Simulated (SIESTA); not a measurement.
Band structure of TiGa5Co (P4/mmm, 7 atoms in the cell).

```
CELL_PARAMETERS angstrom
      4.02856     0.00000     0.00000
      0.00000     4.02856     0.00000
      0.00000     0.00000     6.44181
ATOMIC_POSITIONS crystal
  Ti 0.00000 0.00000 0.00000
  Ga 0.00000 0.50000 0.29802
  Ga 0.00000 0.50000 0.70198
  Ga 0.50000 0.00000 0.29802
  Ga 0.50000 0.00000 0.70198
  Ga 0.50000 0.50000 0.00000
  Co 0.00000 0.00000 0.50000
```

Method: SIESTA 5.4.2 with LDA PW92, numerical atomic orbitals DZP, PseudoDojo LDA standard norm-conserving potentials (rewritten from UPF to PSML).

Settings: XC.functional = LDA; XC.authors = PW92; potentials = PseudoDojo LDA standard; PAO.BasisSize = DZP; PAO.EnergyShift = 0.01 Ry; MeshCutoff = 300 Ry; kgrid.MonkhorstPack = 5 5 3; OccupationFunction = MP; OccupationMPOrder = 0; ElectronicTemperature = 1160.45 K; MaxSCFIterations = 150; SCF.Mixer.Method = Pulay; SCF.Mixer.Weight = 0.2; SCF.Mixer.History = 8.

The starting cell comes from a database of computed structures (which also holds hypothetical and non-ambient phases and stackings), without a prior relaxation at this level. Spin polarisation is off. Values carry the incompleteness of an atom-centred basis.

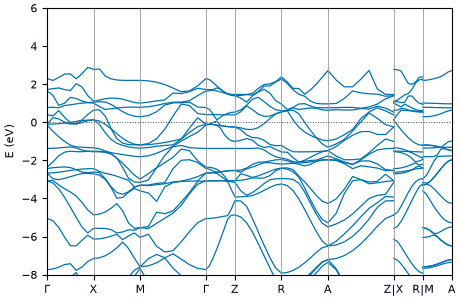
Figure: Bands along the path, energies from the Fermi level.

Levels in eV from the Fermi level, bands 44 to 49:
| point | 44 | 45 | 46 | 47 | 48 | 49 |
|---|---|---|---|---|---|---|
| Γ | -1.37 | -0.15 | -0.10 | -0.10 | 0.41 | 0.78 |
| X | -1.52 | -1.34 | 0.13 | 0.13 | 0.64 | 1.01 |
| M | -2.98 | -1.81 | -1.36 | -1.19 | -1.19 | 0.29 |
| Z | -1.37 | -1.00 | -0.25 | -0.25 | 0.39 | 0.54 |
| R | -1.88 | -1.56 | -1.21 | 0.54 | 0.54 | 0.61 |
| A | -1.77 | -1.49 | -1.49 | -1.31 | -0.98 | 0.63 |

Bands cross the Fermi level along this path, so the cell is metallic at this level.

Higher empty bands are left out: an atom-centred basis made for the valence describes them poorly.
